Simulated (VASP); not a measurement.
Band structure of KI (space group Fm-3m). Calculation: PBE GGA, VASP's PBE PAW potentials (set 64) (plane waves; VASP).

Unless said otherwise, spin-orbit coupling is left out, though it shifts the bands of the heavy elements here.

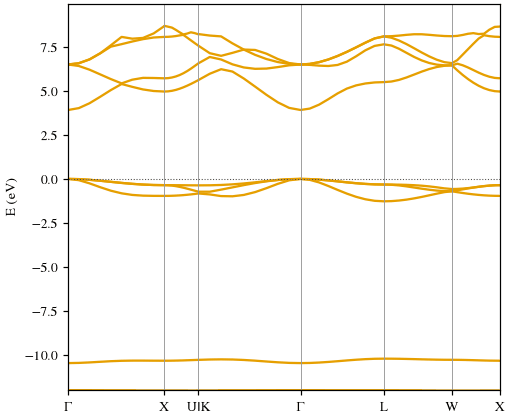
*Bands along high-symmetry lines, zero at the valence-band maximum or, without a gap, the Fermi level*

Task: Read the plot: is there a gap, and where are the band edges?

Result: The gap is direct, 3.92 eV, from the valence maximum at Γ to the conduction minimum at Γ.

The structure comes from a computed database's KI entry; how it stands against other phases isn't given here. The cell was not relaxed at this level.
